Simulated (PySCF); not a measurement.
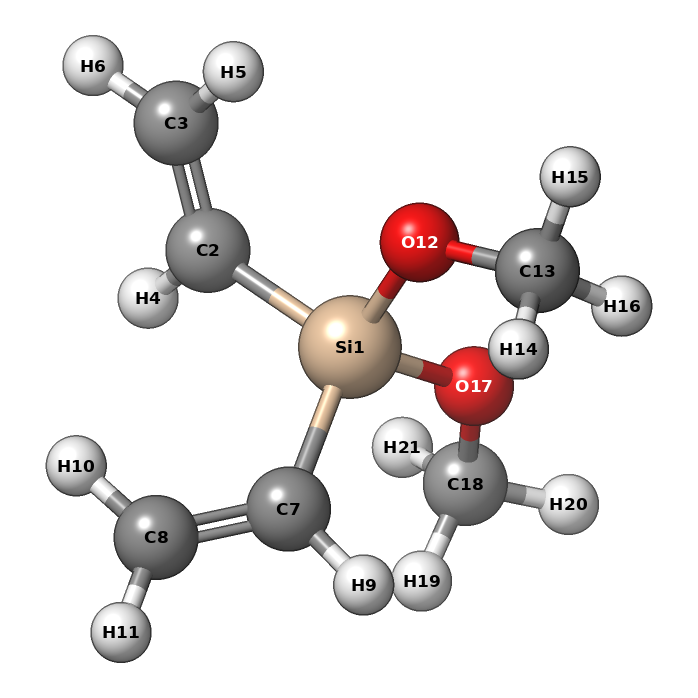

The geometry was computed by an optimisation with PBE0-D3(BJ)/def2-SVP. No frequency run is at hand to confirm it as a minimum. Method: delta-SCF UKS SCAN, pcX-2 on the ionised atom (unc-x2c-TZVPall on a metal), pcseg-1 elsewhere, spin-free X2C (PySCF 2.14.0).

Give the core-electron binding energies (to vacuum; p and d levels without spin–orbit splitting) of Si1 1s, Si1 2p, C2 1s, C3 1s, O12 1s, C13 1s.

```csv
atom,level,binding energy (eV)
Si1,1s,1847.0
Si1,2p,107.1
C2,1s,289.9
C3,1s,290.3
O12,1s,537.7
C13,1s,292.1
```
